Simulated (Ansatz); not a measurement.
```xyz
14

C    -1.9269    0.0839    1.2900
Si   -0.8600    1.3442    0.3348
N     0.3704    0.3323   -0.3109
C     0.5618   -1.0931   -0.1770
C     1.4050    0.9391   -1.1235
H    -2.3448   -0.6867    0.6322
H    -1.3625   -0.4225    2.0812
H    -2.7637    0.6043    1.7623
H    -0.2196   -1.5392    0.4344
H     1.5314   -1.3145    0.2870
H     0.5521   -1.5818   -1.1596
H     2.3972    0.7793   -0.6834
H     1.4151    0.5113   -2.1338
H     1.2316    2.0140   -1.2047
```

Geometry: PBE0-D4/def2-TZVP.

Level of theory: RKS PBE0-D4/def2-TZVPP (Ansatz).

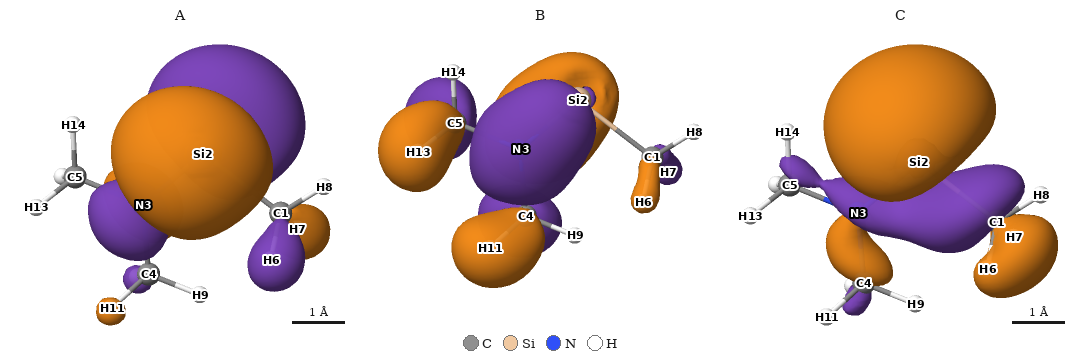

C₃H₉NSi. Three frontier orbitals at ±0.08 Å⁻³ᐟ² (orange and purple are the two phases), in no order.

> Order the three orbitals by energy and name them.

B is the HOMO−1 (−7.09 eV). It lies mainly on N3 (about 50 %), Si2 (about 15 %), C5 (about 10 %) and C4 (about 10 %). C is the HOMO (−5.88 eV). By Hirshfeld shares it lies mainly on Si2 (about 70 %) and C1 (about 15 %). A is the LUMO (−1.12 eV). Its weight (Hirshfeld) is mainly on Si2 (about 70 %) and N3 (about 10 %).

> What is the HOMO–LUMO gap?

4.76 eV between the orbital energies.
